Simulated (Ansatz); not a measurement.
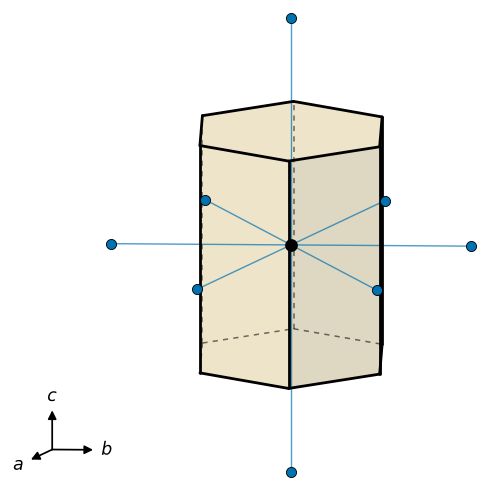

For OsO, coordinates from a relaxation with Ansatz 0.2.0, DFT PBE, scalar-relativistic, plane waves, PAW; the starting structure was generated, so it need not be a known form of this composition: the Wigner–Seitz cell of the crystal's lattice, with lines to the lattice points that define its faces. Geometry calculated from the standardised cell; symmetry tolerance 0.002 Å.

a = 2.791 Å, b = 2.791 Å, c = 3.685 Å, α = 90.00°, β = 90.00°, γ = 120.00°; lattice centring P.

### What is the cell's combinatorial type?

A hexagonal prism: 8 faces (6 with 4 edges, 2 with 6 edges), 18 edges, 12 vertices. Its volume is that of the primitive cell, 24.8 Å³.

### Which lattice vectors do the faces bisect?

```json
{"example": "a + b", "length (Å)": "2.79", "faces": "6", "edges of each": "4", "area (Å²)": "5.9"}
{"example": "c", "length (Å)": "3.68", "faces": "2", "edges of each": "6", "area (Å²)": "6.7"}
```
